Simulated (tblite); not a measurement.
**Run report: PH₂O₄ (charge −1), molecular dynamics**

System: PH₂O₄ (dihydrogen phosphate), charge −1, SMILES O=P([O-])(O)O.
Method: GFN2-xTB Langevin dynamics, gas phase (tblite 0.8.0).

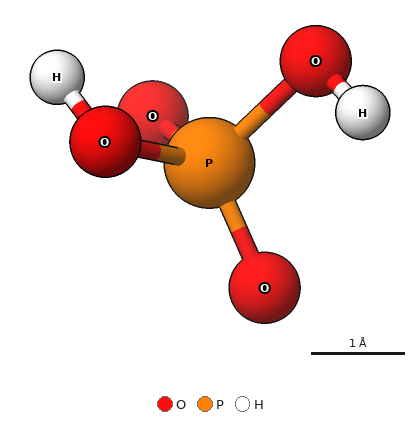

*The input geometry (ball-and-stick view, seen at a tilt).*

Bond lengths as drawn: H–O 0.95 Å and O–P 1.48 to 1.67 Å.

**The input**
```
{"job": {"dt": 1.5, "steps": 8000, "equilibration": 400, "friction": 0.005, "h_mass": 4.0, "temperature": 500, "xc": "GFN2-xTB", "basis": "xTB", "kind": "md"}, "charge": -1, "multiplicity": 1}
O     -0.251086    -0.986290     1.401808
P     -0.277587    -0.352091     0.059468
O     -1.159790    -0.789877    -1.051734
O      1.299563    -0.315708    -0.491825
O     -0.516438     1.291407     0.250405
H      1.762958    -0.338390     0.340688
H     -0.844286     1.510567    -0.617121
```

The first line tells a small driver script what to run in tblite; the rest is the geometry in Å.

Run as:
```bash
OMP_NUM_THREADS=1 python <driver script> task.json out
```

**Log**
```
t/fs     T/K   E - E0/eV
     0.0    599.1     0.0000
   525.0    553.8     0.3556
  1050.0    301.6     0.5941
  1575.0    526.3     0.2262
  2100.0    778.5     0.5414
  2625.0    368.6     0.3095
  3150.0    429.7     0.7380
  3675.0    526.6     0.3686
  4200.0    383.2     0.2614
  4725.0    388.4     0.2967
  5250.0    689.3     0.5702
  5775.0    486.4     0.3905
  6300.0    662.2     0.2481
  6825.0    595.6     0.3198
  7350.0    626.1     0.5671
  7875.0    566.5     0.4532
  8400.0    558.2     0.7912
  8925.0    331.0     0.1987
  9450.0    496.4     0.1980
  9975.0    572.7     0.3687
 10500.0    553.0     0.4992
 11025.0    504.2     0.2040
 11550.0    508.0     0.2331
 12075.0    302.4     0.5261
 12600.0    303.4     0.3384
```

**Trajectory as extended XYZ (Å, eV, eV/Å), 25 frames, from step=0 to step=8400**
```
7
Properties=species:S:1:pos:R:3:forces:R:3 step=0 time_fs=0.0 energy=-549.41791 temperature=599.1
O    -0.2511   -0.9863    1.4018    0.0010  -0.0010   0.0010
P    -0.2776   -0.3521    0.0595   -0.0030   0.0010   0.0010
O    -1.1598   -0.7899   -1.0517    0.0010   0.0000   0.0000
O     1.2996   -0.3157   -0.4918   -0.0010   0.0030   0.0000
O    -0.5164    1.2914    0.2504   -0.0010   0.0010   0.0010
H     1.7630   -0.3384    0.3407    0.0010  -0.0030   0.0000
H    -0.8443    1.5106   -0.6171    0.0010   0.0000  -0.0030
7
Properties=species:S:1:pos:R:3:forces:R:3 step=350 time_fs=525.0 energy=-549.06234 temperature=553.8
O     0.1210    0.6083    1.8237    0.5250  -0.0750  -3.1690
P     0.3204    0.2693    0.3017   -1.1310  -0.4740   2.1570
O     0.1660   -1.1147   -0.1901    0.3780  -0.1240   0.1890
O     1.7311    0.8893   -0.2546   -0.2410  -1.6500  -1.4130
O    -0.7279    1.1603   -0.6432   -0.1080   0.6750   0.8160
H     1.9725    1.5560    0.3139    0.5530   1.7920   1.6670
H    -1.0690    1.7715    0.0136    0.0250  -0.1430  -0.2460
7
Properties=species:S:1:pos:R:3:forces:R:3 step=700 time_fs=1050.0 energy=-548.82382 temperature=301.6
O    -0.0892    0.3296    1.8146    0.5580  -0.4030  -1.7590
P     0.4697   -0.1068    0.4812    1.0240  -0.8480   1.1120
O     1.2237   -1.4093    0.3046   -0.4340   1.1710   0.4340
O     1.3991    1.1152   -0.1971    0.7950  -0.3540  -0.9840
O    -0.6654   -0.1505   -0.6816   -1.5620  -2.3290   2.5540
H     1.8502    0.6683   -0.9588   -0.7100   0.4780   1.3560
H    -0.6833    0.3485   -1.4205    0.3290   2.2850  -2.7120
7
Properties=species:S:1:pos:R:3:forces:R:3 step=1050 time_fs=1575.0 energy=-549.19168 temperature=526.3
O     0.1820    0.2183    1.2654   -0.7120   0.2630   0.1590
P    -0.5364    0.5250   -0.0024   -0.0960   1.3780   1.8070
O    -0.0301   -0.1160   -1.2059    0.1680  -0.5600  -1.9940
O    -0.5854    2.2485   -0.1799    1.0620  -0.1160   0.3610
O    -2.2020    0.4158    0.0458    0.4600  -0.3220   0.0170
H     0.2114    2.5920    0.2721   -0.9010  -0.6180  -0.4800
H    -2.3554    0.5725   -0.8848    0.0200  -0.0250   0.1290
7
Properties=species:S:1:pos:R:3:forces:R:3 step=1400 time_fs=2100.0 energy=-548.87650 temperature=778.5
O    -0.5141   -0.6138    1.3738    0.8300  -2.0750  -0.0710
P    -1.2664    0.5049    0.7847    0.3930   0.5180   2.1080
O    -2.0471    0.3306   -0.4480   -0.5560   0.4730  -0.6630
O    -0.1119    1.7067    0.7552   -0.6000   0.0380  -0.8140
O    -2.1193    1.0215    2.1337   -0.1060   2.6130  -1.4600
H     0.4455    1.0063    0.4175    0.6170   0.4530   0.0300
H    -2.3649    0.1975    2.4388   -0.5780  -2.0200   0.8700
7
Properties=species:S:1:pos:R:3:forces:R:3 step=1750 time_fs=2625.0 energy=-549.10846 temperature=368.6
O    -0.5091    0.0315    2.7108    0.7060  -0.4230   1.3070
P    -0.9373    0.4916    1.3818    0.1620  -0.2150  -0.8030
O    -2.1933   -0.0581    0.8385   -0.3810  -0.0740  -0.8340
O     0.3701    0.2687    0.2894   -0.3510   0.2220   0.0620
O    -0.9557    2.1417    1.4792    0.3070  -0.5120   0.3840
H     0.4048   -0.6258   -0.0630   -0.4010   0.3810   0.3870
H    -0.7270    2.0211    2.4128   -0.0420   0.6220  -0.5030
7
Properties=species:S:1:pos:R:3:forces:R:3 step=2100 time_fs=3150.0 energy=-548.67992 temperature=429.7
O    -0.1105   -0.2174    2.0847   -1.6680   0.6000  -2.5790
P    -0.8435   -0.1428    0.7286   -1.8810   0.8090  -0.2620
O    -2.2885    0.5079    0.4245    3.8590  -2.1450   1.4580
O    -0.7849   -1.7783    0.1417   -0.3910   0.9410   0.4050
O     0.0823    0.5154   -0.5114    1.1500   0.5870   2.9340
H    -0.9840   -2.2547    0.9476    0.1050   0.2380  -0.1610
H    -0.2609    0.1187   -1.2549   -1.1740  -1.0310  -1.7950
7
Properties=species:S:1:pos:R:3:forces:R:3 step=2450 time_fs=3675.0 energy=-549.04930 temperature=526.6
O    -1.0091   -0.0102    1.4337    0.0110  -0.2640   0.2640
P    -1.3936    0.0205    0.0062   -1.8620   0.3070  -1.2060
O    -2.8541    0.2664   -0.4159    2.4470   0.3250   0.3830
O    -0.9597   -1.4277   -0.7201   -0.0900   0.6770  -0.4390
O    -0.2115    0.9675   -0.7292   -0.6790   0.2810  -0.1270
H    -0.8658   -1.7468    0.1482    0.3360  -1.0500   0.9880
H    -0.5428    1.4466   -1.4888   -0.1630  -0.2760   0.1370
7
Properties=species:S:1:pos:R:3:forces:R:3 step=2800 time_fs=4200.0 energy=-549.15655 temperature=383.2
O    -1.9974   -0.6117    1.2136   -0.0010   0.2630  -1.0320
P    -1.7285    0.2104   -0.0265    0.5570   0.5700   1.9480
O    -1.8565    1.7046    0.0355   -0.4370  -0.5630  -0.3880
O    -2.4514   -0.4896   -1.2929   -0.6210   2.4620  -1.3510
O    -0.1627   -0.0277   -0.5307    0.8330   1.9190   0.3590
H    -2.4822   -1.3488   -1.0098   -0.1130  -2.6490   0.8500
H     0.0798    0.9368   -0.3827   -0.2180  -2.0020  -0.3860
7
Properties=species:S:1:pos:R:3:forces:R:3 step=3150 time_fs=4725.0 energy=-549.12125 temperature=388.4
O    -0.4079    1.1330    1.6219   -0.3640  -0.3700  -0.0860
P    -0.8041    0.8301    0.2073    2.4760   2.0850  -1.6670
O    -0.0445    1.6207   -0.8958   -1.4420  -1.5400   1.6420
O    -2.4072    1.0055    0.0518   -0.2460  -0.8050  -0.9780
O    -0.6618   -0.7842   -0.1050   -0.5090  -0.0090   0.0490
H    -2.5148    1.5448    0.8005   -0.3110   0.7240   1.0320
H     0.2656   -0.8417    0.0689    0.3960  -0.0850   0.0090
7
Properties=species:S:1:pos:R:3:forces:R:3 step=3500 time_fs=5250.0 energy=-548.84768 temperature=689.3
O    -0.6382    0.6036    0.9329   -0.2840   2.0230   1.4830
P    -0.9365   -0.1493   -0.2686    3.8700  -1.4180  -3.2920
O    -0.4759    0.2518   -1.6954   -1.3810  -0.2880   2.3210
O    -2.3616   -0.8043   -0.2407   -1.6680  -2.4810  -1.6650
O    -0.0213   -1.6014    0.0478   -0.6230  -0.2160  -0.4330
H    -2.3057   -1.5946   -0.8959    0.0430   2.1900   1.5620
H     0.7106   -1.2494    0.5347    0.0420   0.1890   0.0250
7
Properties=species:S:1:pos:R:3:forces:R:3 step=3850 time_fs=5775.0 energy=-549.02737 temperature=486.4
O    -1.1631   -0.5722    0.5151    0.8470   0.8570  -0.0890
P    -1.4786   -1.9255    0.0091    0.7590   1.9480   2.7160
O    -0.6861   -2.6218   -1.0036    0.9110  -1.1920  -1.0400
O    -2.9728   -1.8487   -0.4620   -1.6490  -1.2490  -0.7270
O    -1.5426   -2.8063    1.4884   -1.3570  -0.9660  -1.3110
H    -2.8961   -2.6436   -0.9957   -0.5880   0.1570  -0.0680
H    -0.7229   -2.5149    1.8112    1.0760   0.4450   0.5180
7
Properties=species:S:1:pos:R:3:forces:R:3 step=4200 time_fs=6300.0 energy=-549.16981 temperature=662.2
O    -1.9730   -1.9357    2.1369    0.8500   0.5520   0.6640
P    -1.9612   -2.9413    1.0649   -0.1840  -1.8630  -0.4140
O    -0.7934   -3.8127    0.5994   -1.4710   1.5770   0.4090
O    -2.7344   -2.2121   -0.2023    0.3240  -0.1420  -0.2060
O    -3.2177   -4.0053    1.5387    0.2780   0.6120   1.3890
H    -2.5666   -2.7510   -0.9659    0.0820  -0.2160  -0.0380
H    -3.2985   -3.6915    2.4819    0.1200  -0.5200  -1.8040
7
Properties=species:S:1:pos:R:3:forces:R:3 step=4550 time_fs=6825.0 energy=-549.09811 temperature=595.6
O    -4.6397   -2.0574    3.6123   -0.3610   0.3420   0.7240
P    -4.0549   -3.0614    2.7145    1.0760  -1.0150  -1.0350
O    -2.6745   -2.9515    2.1458   -0.4060  -0.1650   0.8410
O    -4.9715   -3.2204    1.3770   -2.6040  -0.7260  -0.3880
O    -4.2592   -4.6617    3.3613    0.7870   0.7290  -0.0630
H    -5.9482   -3.4580    1.5088    2.1950   0.5970   0.1290
H    -3.3292   -4.8873    3.5037   -0.6860   0.2370  -0.2080
7
Properties=species:S:1:pos:R:3:forces:R:3 step=4900 time_fs=7350.0 energy=-548.85080 temperature=626.1
O    -6.5274   -2.6113    4.4698   -0.1550   1.0470  -0.1200
P    -5.2910   -3.2511    3.9754    2.9830   1.4640   2.1460
O    -3.8259   -2.6353    4.0693   -3.8430  -1.6770  -0.5830
O    -5.6485   -3.7737    2.5048   -1.3330   0.1310  -0.7140
O    -5.3219   -4.6944    4.8062    1.9490  -0.2230   0.1910
H    -4.8960   -4.1031    2.0882    1.5770  -0.4750  -0.6250
H    -6.1096   -5.0878    4.5093   -1.1780  -0.2670  -0.2950
7
Properties=species:S:1:pos:R:3:forces:R:3 step=5250 time_fs=7875.0 energy=-548.96470 temperature=566.5
O    -6.7893   -2.9743    6.3059    1.0540   0.3680  -1.5240
P    -6.2027   -2.4961    5.0020   -2.3930  -1.3270   0.7240
O    -5.5740   -1.1846    4.8069    1.3300   0.9550   0.0970
O    -7.4589   -2.4411    3.8413    1.5090   0.1690  -0.7400
O    -5.2493   -3.7049    4.2871   -3.0540  -1.6000   3.0890
H    -6.8817   -2.0002    3.1646   -1.1820  -0.5600   0.9260
H    -4.6615   -3.3484    3.7292    2.7340   1.9930  -2.5710
7
Properties=species:S:1:pos:R:3:forces:R:3 step=5600 time_fs=8400.0 energy=-548.62669 temperature=558.2
O    -5.9046   -3.2001    6.1141    0.0280   0.1700   1.8330
P    -5.9905   -3.3446    4.6659   -2.4170   0.2450  -0.7190
O    -6.2106   -2.2497    3.7206   -1.1870   1.6580  -0.3230
O    -6.9666   -4.6812    4.2894    0.9770  -0.7200   0.3370
O    -4.8119   -4.0235    4.0106    4.6560  -2.1870  -1.3640
H    -7.8668   -4.5324    4.2019   -1.8130   0.6670  -0.0090
H    -4.5514   -4.8731    4.3613   -0.2450   0.1670   0.2440
7
Properties=species:S:1:pos:R:3:forces:R:3 step=5950 time_fs=8925.0 energy=-549.21917 temperature=331.0
O    -5.7855   -4.2235    4.7521   -0.3510  -1.5930   0.6600
P    -5.8721   -2.8502    4.2658    1.2210  -0.2580  -1.1820
O    -6.1471   -1.7136    5.1534   -0.5100   1.0540   0.4500
O    -6.8269   -2.8605    2.8949   -1.2240  -1.3580   0.4400
O    -4.4436   -2.5186    3.4622   -0.2900   0.5600   0.3160
H    -7.2381   -3.7534    3.0367    0.6650   1.4620  -0.3880
H    -4.6186   -1.5845    3.5590    0.4890   0.1330  -0.2960
7
Properties=species:S:1:pos:R:3:forces:R:3 step=6300 time_fs=9450.0 energy=-549.21988 temperature=496.4
O    -7.0616   -4.3978    3.9851    0.2690   0.7560  -0.0260
P    -6.5871   -3.0168    3.6155   -0.9350  -0.6970   0.9100
O    -6.8620   -1.7844    4.3900   -0.3120   0.2520   0.2120
O    -7.0545   -2.8320    2.0345    0.2020   0.8910   0.2380
O    -4.9509   -3.0853    3.4842    0.9480   0.9210  -0.0820
H    -6.7107   -3.6958    1.9345    0.0790  -1.1440  -0.9440
H    -4.6975   -2.1801    3.7552   -0.2510  -0.9790  -0.3070
7
Properties=species:S:1:pos:R:3:forces:R:3 step=6650 time_fs=9975.0 energy=-549.04919 temperature=572.7
O    -9.5166   -4.1806    4.2050   -2.5660  -0.6650   0.3340
P    -8.1826   -3.6184    4.1656    3.5370   2.6250  -1.4520
O    -7.7777   -2.2519    3.6332   -1.1360  -1.3470   0.6190
O    -7.2296   -4.6959    3.3543    1.5150   0.1360   0.8190
O    -7.4024   -3.7959    5.5802    0.2470   0.3290   0.5840
H    -7.6994   -5.1594    2.7150   -1.1850  -0.6790  -1.1210
H    -7.9867   -4.3012    6.1162   -0.4110  -0.3990   0.2160
7
Properties=species:S:1:pos:R:3:forces:R:3 step=7000 time_fs=10500.0 energy=-548.91867 temperature=553.0
O   -10.4023   -3.9775    4.6802    0.9680  -0.4360   0.3010
P    -9.1091   -4.0572    5.4439    0.5380   2.3480   0.1390
O    -7.7261   -3.9810    4.8114   -1.6750  -1.1780   0.6210
O    -9.2328   -5.2524    6.6293    1.9260  -0.2710  -1.1940
O    -9.1217   -2.5913    6.4230   -2.1320  -0.4430  -1.7230
H    -8.3803   -5.7329    6.4293   -1.4500   0.9270   0.4620
H    -9.8836   -2.1762    5.8878    1.8240  -0.9460   1.3930
7
Properties=species:S:1:pos:R:3:forces:R:3 step=7350 time_fs=11025.0 energy=-549.21391 temperature=504.2
O   -10.2900   -5.2576    4.0459    0.7540  -0.0770   0.9980
P    -9.8928   -5.3979    5.4868   -0.4340  -1.6160  -1.5380
O    -8.6760   -6.1286    6.0063   -0.5130   0.4410  -0.3020
O   -11.2102   -6.2052    6.2138    0.2990   0.7290   0.1660
O    -9.9061   -3.9222    6.1175   -0.1620   0.7780   0.9790
H   -10.7473   -6.9103    6.6466    0.1360  -0.1480   0.0750
H    -9.5203   -3.9931    6.9958   -0.0810  -0.1080  -0.3790
7
Properties=species:S:1:pos:R:3:forces:R:3 step=7700 time_fs=11550.0 energy=-549.18480 temperature=508.0
O    -8.5298   -5.1106    4.2109   -0.1440  -0.5100  -0.1290
P    -9.0820   -5.7821    5.4103   -2.0490   1.9680  -0.4500
O    -8.6105   -7.0015    6.0353    0.8100  -1.3640   0.6890
O   -10.8309   -6.0295    5.1784    1.1690   1.3130  -0.9040
O    -9.1375   -4.5377    6.5544   -0.2830  -0.4390   0.2230
H   -11.0295   -5.3796    4.4631    0.3800  -0.8700   1.0370
H    -9.4135   -4.9019    7.4011    0.1160  -0.0980  -0.4660
7
Properties=species:S:1:pos:R:3:forces:R:3 step=8050 time_fs=12075.0 energy=-548.89179 temperature=302.4
O    -8.1795   -3.1160    3.6729    1.8210   2.6440  -2.3350
P    -9.0118   -3.8939    4.5312   -1.0200  -5.0700   2.4810
O    -8.7170   -5.3973    4.6359    0.0490   1.6960   0.2570
O   -10.6064   -3.8977    4.2150   -1.2930  -0.7130  -1.9290
O    -9.2143   -3.1971    5.9988    1.2660  -0.3830   0.9230
H   -10.5950   -4.7043    3.6438   -0.1370   1.2210   0.8950
H    -9.9097   -2.5775    5.9383   -0.6860   0.6040  -0.2920
7
Properties=species:S:1:pos:R:3:forces:R:3 step=8400 time_fs=12600.0 energy=-549.07956 temperature=303.4
O    -8.1663   -2.2917    3.5524    0.0350  -1.0790   0.4970
P    -8.3411   -3.6209    4.2418    0.1560  -0.1840  -2.3380
O    -7.4380   -4.8223    4.0262   -1.0630   1.2540   0.2100
O    -9.9990   -4.0770    3.9265    2.2120  -3.2320   0.9170
O    -8.5217   -3.3966    5.8124   -0.2990  -1.7570   1.4630
H   -10.2992   -3.2631    3.7160   -1.3520   3.3370  -0.9480
H    -8.6761   -4.3737    5.9578    0.3110   1.6620   0.1980
```

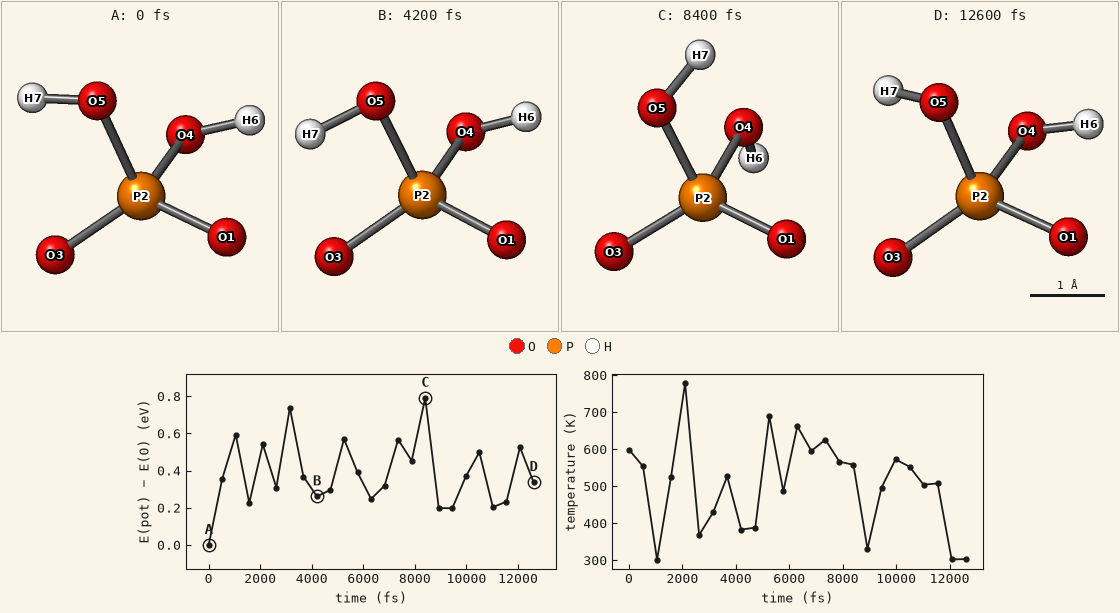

*Frames of the molecular dynamics (ball-and-stick, seen at a tilt) above the curves, on which the letters mark them.*

The trajectory kept here has 25 frames over 12600 fs. The temperature starts at 599 K, ranges from 302 to 778 K and averages 506 K over the second half. The potential energy ends 0.338 eV above its first value. After an unweighted best fit of the last frame on the first, the root-mean-square displacement is 0.15 Å, and H7 has moved furthest (0.31 Å).

**Key numbers**

| quantity | value |
| --- | --- |
| outcome | finished |
| mean temperature over the second half | 506 K |
| trajectory | 25 frames kept, 12600 fs |
| hardware | 1 CPU thread, shared host |
| wall time | 20 s |
| peak memory | 0.4 GiB |
